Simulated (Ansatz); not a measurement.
# HSBr (triplet): correlated methods under varied settings at distance Br1–H2 along a hydrogen transfer = 1.764 Å

What do other methods and options give for HSBr (triplet) at this geometry, and how long do they take?

The runs use Ansatz 0.2.0, Gaussian basis; the settings change from run to run.

7 further runs of the same task are left out: 4 that didn't finish, 3 set aside as unsound or not needed.

## 1. The geometry

The geometry derives from fragments relaxed apart (PBE0/def2-TZVP) and kept rigid, so it is no stationary point. A hydrogen atom is moved between rigid fragments. No spin-orbit coupling is included. The filled d shell of Br may be among the frozen orbitals whatever the setting's name suggests; the logs give the count.

3 atoms, charge 0, spin multiplicity 3.

Atoms are counted from 1 here; the program's logs count them from 0.

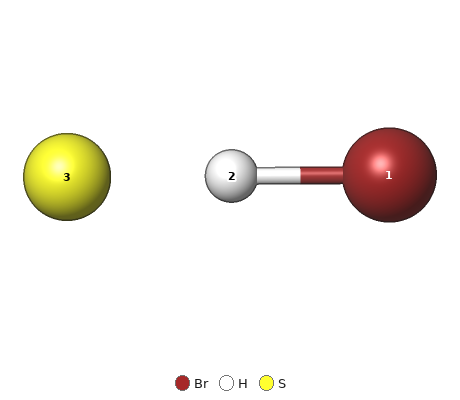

The structure; bromine red, hydrogen white, sulfur yellow; atoms are numbered from 1 in the order of the file.

Geometry (Å):

```xyz
3
charge 0, multiplicity 3
Br    0.00000    0.00000   -1.78867
H     0.00000    0.00000   -0.02467
S     0.00000    0.00000    1.81333
```

## 2. CCSD(T) on ROHF/cc-pVDZ

Input file in.yaml:

```yaml
crystal:
  periodic: [false, false, false]
  atoms:
    - {symbol: Br, position_ang: [0.000000, 0.000000, -1.788667]}
    - {symbol: H, position_ang: [0.000000, 0.000000, -0.024667]}
    - {symbol: S, position_ang: [0.000000, 0.000000, 1.813333]}
basis:
  gaussian: {orbitals: cc-pVDZ}
magnetization: {spin_polarized: false, initial_magnetization: 2}
correlation: {method: ccsd_t, electrons: outside_noble_gas}
scf: {lower_state_search: off}
```

On the command line:

```bash
> ansatz run in.yaml --threads 1 --pin off --events-out ev --progress --plain --max-ram 2393MiB
```

What it wrote (excerpt; [...] marks lines left out):

```text
Functional definition: HF
  name "HF"
  cite "Fock, Z. Phys. 61, 126 (1930) doi:10.1007/BF01340294"
  parent pbe
[...]
557 factors; integrals over basis functions are off by at most 1.5e-3 eV
[...]
mean field -80829.39018867 eV, -2970.4253013052 hartree, gradient 1.3e-6 eV, S^2 2.000000; 0 other end points of the search recorded, 0 dependent functions left out
19 core orbitals not correlated: weight in the atoms' cores, before any rotation towards them, 1.000 or more for the frozen orbitals, at most 0.000 for the correlated occupied ones
reference -80829.39018867 eV, -2970.4253013052 hartree; 8, 6 occupied and 23, 25 virtual orbitals, 557 factors
second order -6.03175904 eV of doubles, -0.09039354 eV of singles
cycle   1  -6.76910055 eV  change   -6.5e-1 eV  update   5.6e-2
[...]
cycle  12  -6.97387334 eV  change    2.5e-6 eV  update   9.5e-6
perturbative correction -0.13356519 eV, -0.0049084301 hartree
Total energy: -80836.49762719 eV, -2970.6864948534 hartree
Checks for a lower state left out: stability, starts, cluster_reference, orbital_swaps, neighbouring_geometries, increment
```

It took 1.1 s on 1 thread of Intel Xeon Platinum 8488C, shared host.

From the report: correlation -7.1074 eV; T1 0.017; largest double amplitude 0.08.

## 3. CCSDT(Q)/B on UHF/STO-3G

Input file in.yaml:

```yaml
crystal:
  periodic: [false, false, false]
  atoms:
    - {symbol: Br, position_ang: [0.000000, 0.000000, -1.788667]}
    - {symbol: H, position_ang: [0.000000, 0.000000, -0.024667]}
    - {symbol: S, position_ang: [0.000000, 0.000000, 1.813333]}
basis:
  gaussian: {orbitals: STO-3G}
magnetization: {spin_polarized: true, initial_magnetization: 2}
correlation: {method: ccsdt_q_b, electrons: outside_noble_gas}
```

Same command.

What it wrote (excerpt; [...] marks lines left out):

```text
Functional definition: HF
  name "HF"
  cite "Fock, Z. Phys. 61, 126 (1930) doi:10.1007/BF01340294"
  parent pbe
[...]
351 factors; integrals over basis functions are off by at most 7.2e-8 eV
[...]
mean field -79956.05494658 eV, -2938.3308231262 hartree, gradient 8.9e-7 eV, S^2 2.011451; 15 other end points of the search recorded, 0 dependent functions left out
determinant -79956.05494658 eV, -2938.3308231262 hartree, with singles and doubles -79956.78227501 eV, -2938.3575519531 hartree
determinant -79955.77906044 eV, -2938.3206844975 hartree, with singles and doubles -79956.60292103 eV, -2938.3509608160 hartree
determinant -79953.30561396 eV, -2938.2297870159 hartree, with singles and doubles -79954.34146099 eV, -2938.2678536922 hartree
determinant -79953.29727030 eV, -2938.2294803922 hartree, with singles and doubles -79954.35614667 eV, -2938.2683933810 hartree
determinant -79948.55646237 eV, -2938.0552589140 hartree, with singles and doubles -79948.55325145 eV, -2938.0551409152 hartree
determinant -79948.54981881 eV, -2938.0550147677 hartree, with singles and doubles -79948.54960630 eV, -2938.0550069581 hartree
determinant -79956.05494658 eV, -2938.3308231262 hartree, with singles and doubles -79956.78235060 eV, -2938.3575547308 hartree
determinant -79955.77906044 eV, -2938.3206844975 hartree, with singles and doubles -79956.60440914 eV, -2938.3510155027 hartree
19 core orbitals not correlated: weight in the atoms' cores, before any rotation towards them, 1.000 or more for the frozen orbitals, at most 0.000 for the correlated occupied ones
reference -79956.05494658 eV, -2938.3308231262 hartree; 8, 6 occupied and 1, 3 virtual orbitals, 351 factors
second order -0.48713048 eV of doubles, -0.00000000 eV of singles
cycle   1  -0.62417534 eV  change   -1.4e-1 eV  update   4.0e-2
[...]
cycle  16  -0.72785758 eV  change    7.7e-7 eV  update   4.9e-7
perturbative correction -0.00000104 eV, -0.0000000383 hartree
Total energy: -79956.78280521 eV, -2938.3575714374 hartree
```

Run time: 2.5 s. Hardware: 1 thread of Intel Xeon Platinum 8488C, shared host.

From the report: ⟨S²⟩ of the determinant 2.011 (pure triplet: 2.00); correlation -0.7279 eV; T1 0.008; largest double amplitude 0.09.

## 4. BCCD on UHF/cc-pVDZ

in.yaml: that of step 3 with these lines changed.

```diff
@@ -7,4 +7,5 @@
 basis:
-  gaussian: {orbitals: STO-3G}
+  gaussian: {orbitals: cc-pVDZ}
 magnetization: {spin_polarized: true, initial_magnetization: 2}
-correlation: {method: ccsdt_q_b, electrons: outside_noble_gas}
+correlation: {method: bccd, electrons: outside_noble_gas}
+accuracy: high
```

Same command.

What it wrote (excerpt; [...] marks lines left out):

```text
Functional definition: HF
  name "HF"
  cite "Fock, Z. Phys. 61, 126 (1930) doi:10.1007/BF01340294"
  parent pbe
[...]
916 factors; integrals over basis functions are off by at most 4.6e-9 eV
[...]
mean field -80829.53413575 eV, -2970.4305912628 hartree, gradient 6.0e-8 eV, S^2 2.017078; 15 other end points of the search recorded, 0 dependent functions left out
determinant -80829.53413575 eV, -2970.4305912628 hartree, with singles and doubles -80836.36695887 eV, -2970.6816928811 hartree
determinant -80829.36695460 eV, -2970.4244474689 hartree, with singles and doubles -80836.24934389 eV, -2970.6773706101 hartree
determinant -80827.96591648 eV, -2970.3729602675 hartree, with singles and doubles -80834.83112115 eV, -2970.6252518859 hartree
determinant -80827.93751816 eV, -2970.3719166486 hartree, with singles and doubles -80834.80168429 eV, -2970.6241701011 hartree
determinant -80829.53413575 eV, -2970.4305912628 hartree, with singles and doubles -80836.36785881 eV, -2970.6817259532 hartree
determinant -80829.36695460 eV, -2970.4244474689 hartree, with singles and doubles -80836.24958621 eV, -2970.6773795151 hartree
19 core orbitals not correlated: weight in the atoms' cores, before any rotation towards them, 1.000 or more for the frozen orbitals, at most 0.000 for the correlated occupied ones
reference -80829.53413575 eV, -2970.4305912628 hartree; 8, 6 occupied and 23, 25 virtual orbitals, 916 factors
second order -5.95850982 eV of doubles, -0.00000000 eV of singles
cycle   1  -6.83001443 eV  change    3.7e-3 eV  update   4.9e-3
[...]
cycle  23  -6.82832327 eV  change   6.0e-11 eV  update  9.5e-10
Total energy: -80836.36245902 eV, -2970.6815275145 hartree
```

It took 28 s on 1 thread of Intel Xeon Platinum 8488C, shared host.

From the report: ⟨S²⟩ of the determinant 2.017 (pure triplet: 2.00); correlation -6.8283 eV; largest double amplitude 0.08.

## 5. BCCD(T) on UHF/cc-pVDZ

in.yaml: that of step 4 with these lines changed.

```diff
@@ -9,3 +9,3 @@
 magnetization: {spin_polarized: true, initial_magnetization: 2}
-correlation: {method: bccd, electrons: outside_noble_gas}
-accuracy: high
+correlation: {method: bccd_t, electrons: outside_noble_gas}
+output: {forces: true}
```

The command is unchanged.

What it wrote (excerpt; [...] marks lines left out):

```text
Functional definition: HF
  name "HF"
  cite "Fock, Z. Phys. 61, 126 (1930) doi:10.1007/BF01340294"
  parent pbe
[...]
557 factors; integrals over basis functions are off by at most 1.5e-3 eV
[...]
mean field -80829.53409595 eV, -2970.4305898001 hartree, gradient 1.4e-6 eV, S^2 2.017077; 10 other end points of the search recorded, 0 dependent functions left out
determinant -80829.53409595 eV, -2970.4305898001 hartree, with singles and doubles -80836.36690288 eV, -2970.6816908235 hartree
determinant -80829.36690213 eV, -2970.4244455406 hartree, with singles and doubles -80836.24927303 eV, -2970.6773680060 hartree
determinant -80827.96587489 eV, -2970.3729587393 hartree, with singles and doubles -80834.83105032 eV, -2970.6252492828 hartree
determinant -80827.93747602 eV, -2970.3719150998 hartree, with singles and doubles -80834.80161112 eV, -2970.6241674124 hartree
[...]
19 core orbitals not correlated: weight in the atoms' cores, before any rotation towards them, 1.000 or more for the frozen orbitals, at most 0.000 for the correlated occupied ones
reference -80829.53409595 eV, -2970.4305898001 hartree; 8, 6 occupied and 23, 25 virtual orbitals, 557 factors
second order -5.95849291 eV of doubles, -0.00000000 eV of singles
cycle   1  -6.82999874 eV  change    3.7e-3 eV  update   4.9e-3
[...]
cycle  14  -6.82830777 eV  change   -6.3e-8 eV  update   1.7e-7
perturbative correction -0.13567438 eV, -0.0049859417 hartree
[...]
Total energy: -80836.49807811 eV, -2970.6865114241 hartree
Atom 0 at     0.000000     0.000000    -1.788667 Å, force    -0.000000    -0.000000     2.594295 eV/Å
Atom 1 at     0.000000     0.000000    -0.024667 Å, force     0.000000     0.000000    -2.903644 eV/Å
Atom 2 at     0.000000     0.000000     1.813333 Å, force     0.000000    -0.000000     0.309350 eV/Å
Dipole moment:     0.000000    -0.000000     0.952769 e Å
```

Run time: 18 s. Hardware: 1 thread of Intel Xeon Platinum 8488C, shared host.

From the report: ⟨S²⟩ of the determinant 2.017 (pure triplet: 2.00); correlation -6.9640 eV; largest double amplitude 0.08.

## 6. HF/6-31G*

Input file in.yaml:

```yaml
crystal:
  periodic: [false, false, false]
  atoms:
    - {symbol: Br, position_ang: [0.000000, 0.000000, -1.788667]}
    - {symbol: H, position_ang: [0.000000, 0.000000, -0.024667]}
    - {symbol: S, position_ang: [0.000000, 0.000000, 1.813333]}
basis:
  gaussian: {orbitals: "6-31G*"}
magnetization: {spin_polarized: false, initial_magnetization: 2}
hamiltonian: {xc: hf}
accuracy: high
output: {orbitals: {seedname: orbitals}}
```

Launched as before.

What it wrote:

```text
Functional definition: HF
  name "HF"
  cite "Fock, Z. Phys. 61, 126 (1930) doi:10.1007/BF01340294"
  parent pbe
  exchange = exact_x
  correlation = 0
851 factors; integrals over basis functions are off by at most 5.4e-9 eV
mean field evaluation 1: about -80819.5438 eV, gradient 1.6e1 eV
mean field evaluation 2: about -80819.5556 eV, gradient 1.6e1 eV
mean field evaluation 4: about -80820.3486 eV, gradient 1.1e1 eV
mean field evaluation 8: about -80821.0242 eV, gradient 8.2e-1 eV
mean field evaluation 16: about -80821.0288 eV, gradient 6.3e-6 eV
mean field evaluation 32: about -80820.8773 eV, gradient 4.7e-1 eV
mean field evaluation 64: about -80818.8625 eV, gradient 1.9e0 eV
mean field evaluation 96: about -80820.6949 eV, gradient 3.5e-8 eV
mean field -80821.02876114 eV, -2970.1180245111 hartree, gradient 6.9e-8 eV, S^2 2.000000; 3 other end points of the search recorded, 0 dependent functions left out
reference -80821.02876114 eV, -2970.1180245111 hartree; 27, 25 occupied and 29, 31 virtual orbitals, 851 factors
Total energy: -80821.02876114 eV, -2970.1180245111 hartree
```

Wall time 2.6 s (1 thread of Intel Xeon Platinum 8488C, shared host).

## 7. CCSD(T) on UHF/def2-SVP

Input file in.yaml:

```yaml
crystal:
  periodic: [false, false, false]
  atoms:
    - {symbol: Br, position_ang: [0.000000, 0.000000, -1.788667]}
    - {symbol: H, position_ang: [0.000000, 0.000000, -0.024667]}
    - {symbol: S, position_ang: [0.000000, 0.000000, 1.813333]}
basis:
  gaussian: {orbitals: def2-SVP}
magnetization: {spin_polarized: true, initial_magnetization: 2}
correlation: {method: ccsd_t, electrons: outside_noble_gas}
```

Same command.

What it wrote (excerpt; [...] marks lines left out):

```text
Functional definition: HF
  name "HF"
  cite "Fock, Z. Phys. 61, 126 (1930) doi:10.1007/BF01340294"
  parent pbe
[...]
519 factors; integrals over basis functions are off by at most 1.8e-3 eV
[...]
mean field -80818.21710946 eV, -2970.0146982175 hartree, gradient 7.3e-6 eV, S^2 2.016791; 15 other end points of the search recorded, 0 dependent functions left out
determinant -80818.21710946 eV, -2970.0146982175 hartree, with singles and doubles -80825.14556649 eV, -2970.2693143173 hartree
determinant -80818.03796457 eV, -2970.0081147642 hartree, with singles and doubles -80824.99776626 eV, -2970.2638827587 hartree
determinant -80816.59949690 eV, -2969.9552520524 hartree, with singles and doubles -80823.51505249 eV, -2970.2093940329 hartree
determinant -80816.57420053 eV, -2969.9543224282 hartree, with singles and doubles -80823.48968415 eV, -2970.2084617637 hartree
determinant -80818.21710946 eV, -2970.0146982175 hartree, with singles and doubles -80825.14620747 eV, -2970.2693378729 hartree
determinant -80818.03796457 eV, -2970.0081147642 hartree, with singles and doubles -80824.99799423 eV, -2970.2638911365 hartree
19 core orbitals not correlated: weight in the atoms' cores, before any rotation towards them, 1.000 or more for the frozen orbitals, at most 0.000 for the correlated occupied ones
reference -80818.21710946 eV, -2970.0146982175 hartree; 8, 6 occupied and 28, 30 virtual orbitals, 519 factors
second order -6.05082256 eV of doubles, -0.00000000 eV of singles
cycle   1  -6.92910092 eV  change   -2.9e-6 eV  update   2.7e-6
perturbative correction -0.14453674 eV, -0.0053116271 hartree
Total energy: -80825.29074711 eV, -2970.2746496066 hartree
```

Wall time 13 s (1 thread of Intel Xeon Platinum 8488C, shared host).

From the report: ⟨S²⟩ of the determinant 2.017 (pure triplet: 2.00); correlation -7.0736 eV; T1 0.012; largest double amplitude 0.08.

## 8. CCSD(T) on UHF/def2-mTZVP

in.yaml: that of step 7 with these lines changed.

```diff
@@ -7,4 +7,7 @@
 basis:
-  gaussian: {orbitals: def2-SVP}
+  gaussian: {orbitals: def2-mTZVP}
 magnetization: {spin_polarized: true, initial_magnetization: 2}
-correlation: {method: ccsd_t, electrons: outside_noble_gas}
+correlation: {method: ccsd_t, electrons: valence}
+accuracy: high
+scf: {lower_state_search: full}
+output: {forces: true}
```

Same command.

What it wrote (excerpt; [...] marks lines left out):

```text
Functional definition: HF
  name "HF"
  cite "Fock, Z. Phys. 61, 126 (1930) doi:10.1007/BF01340294"
  parent pbe
[...]
901 factors; integrals over basis functions are off by at most 1.4e-8 eV
[...]
mean field -80830.22996415 eV, -2970.4561624847 hartree, gradient 1.7e-8 eV, S^2 2.017424; 16 other end points of the search recorded, 0 dependent functions left out
determinant -80830.22996415 eV, -2970.4561624847 hartree, with singles and doubles -80839.69899446 eV, -2970.8041429302 hartree
determinant -80830.07933108 eV, -2970.4506268216 hartree, with singles and doubles -80839.57090195 eV, -2970.7994356174 hartree
determinant -80828.66022671 eV, -2970.3984756981 hartree, with singles and doubles -80838.10013435 eV, -2970.7453859053 hartree
determinant -80828.62947145 eV, -2970.3973454630 hartree, with singles and doubles -80838.07295517 eV, -2970.7443870888 hartree
[...]
14 core orbitals not correlated: weight in the atoms' cores, before any rotation towards them, 1.000 or more for the frozen orbitals, at most 0.000 for the correlated occupied ones
reference -80830.22996415 eV, -2970.4561624847 hartree; 13, 11 occupied and 34, 36 virtual orbitals, 901 factors
second order -8.80684766 eV of doubles, -0.00000000 eV of singles
cycle   1  -9.46889856 eV  change    6.7e-7 eV  update   1.3e-6
[...]
cycle  14  -9.46889880 eV  change  -3.6e-10 eV  update   1.6e-9
perturbative correction -0.22386267 eV, -0.0082268015 hartree
[...]
Total energy: -80839.92272562 eV, -2970.8123648990 hartree
Atom 0 at     0.000000     0.000000    -1.788667 Å, force    -0.000000     0.000000     2.252791 eV/Å
Atom 1 at     0.000000     0.000000    -0.024667 Å, force     0.000000    -0.000000    -2.626462 eV/Å
Atom 2 at     0.000000     0.000000     1.813333 Å, force    -0.000000     0.000000     0.373671 eV/Å
Dipole moment:     0.000000    -0.000000     0.970161 e Å
```

Run time: 63 s. Hardware: 1 thread of Intel Xeon Platinum 8488C, shared host; peak memory 0.38 GiB.

From the report: ⟨S²⟩ of the determinant 2.017 (pure triplet: 2.00); correlation -9.6928 eV; T1 0.009; largest double amplitude 0.06.

## 9. The runs in one table

Where basis and cores are those of an earlier UCCSDT(Q)/cc-pVDZ run (-80836.5343 eV), and the state is the same kind, the miss against it is given.

```
                    level         correlated  functions  energy (eV)  from UCCSDT(Q) (meV)   time
  CCSD(T) on ROHF/cc-pVDZ  outside noble gas         50  -80836.4976                  36.7  1.1 s
 CCSDT(Q)/B on UHF/STO-3G  outside noble gas         28  -79956.7828                        2.5 s
      BCCD on UHF/cc-pVDZ  outside noble gas         50  -80836.3625                 171.8   28 s
   BCCD(T) on UHF/cc-pVDZ  outside noble gas         50  -80836.4981                  36.2   18 s
                HF/6-31G*                            56  -80821.0288                        2.6 s
  CCSD(T) on UHF/def2-SVP  outside noble gas         55  -80825.2907                         13 s
CCSD(T) on UHF/def2-mTZVP            valence         61  -80839.9227                         63 s
```

## 10. Outcome

| quantity | value |
| --- | --- |
| runs | 7 |
| quickest | CCSD(T) on ROHF/cc-pVDZ, 1.1 s |
| slowest | CCSD(T) on UHF/def2-mTZVP, 63 s |

Total energies in different bases, with other cores or another treatment of relativity can't be set against each other. CCSD(T) on UHF/def2-mTZVP took 57 times as long as CCSD(T) on ROHF/cc-pVDZ; the jobs differ in more than the method. Among the correlated runs with a miss given, it spans +36 to +172 meV.
